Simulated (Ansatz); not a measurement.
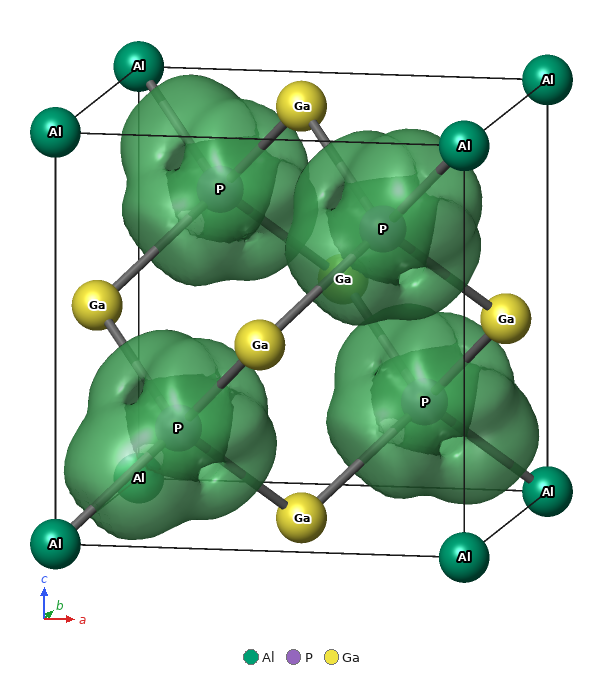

The picture shows: AlGa3P4. Isosurface of the electron localisation function at 0.7 (green), seen slightly off an axis. Core shells and regions of very low density are left out. Sticks mark near contacts.

Space group P-43m; started from the ordered alloy on zincblende lattice prototype, which need not be the ambient phase.

Computed with DFT, PBE0, plane waves, PAW in Ansatz.

In a PAW calculation such maps are meaningful between the atoms, not at the nuclei.

```xyz
8
Lattice="5.4589 0.0000 0.0000 0.0000 5.4589 0.0000 0.0000 0.0000 5.4589" Properties=species:S:1:pos:R:3 pbc="T T T"
Al    0.0000    0.0000    0.0000
P     1.3647    1.3647    1.3647
Ga    2.7294    2.7294    0.0000
P     4.0942    4.0942    1.3647
Ga    2.7294    0.0000    2.7294
P     4.0942    1.3647    4.0942
Ga    0.0000    2.7294    2.7294
P     1.3647    4.0942    4.0942
```

What do the ELF domains correspond to?

Answer. At this value the surface marks out four regions on P in which the atom's valence shell and bonds are merged, counted in one cell of 8 atoms. Any copies at cell faces, edges or corners count once.

Values along the shortest contacts:
Al–P (2.36 Å): the ELF peaks at about 0.95 between the atoms: a covalent bond. Ga–P (2.36 Å): the ELF peaks at about 0.90 in the valence shell of P, 0.9 Å from its nucleus, and is about 0.80 at the midpoint.
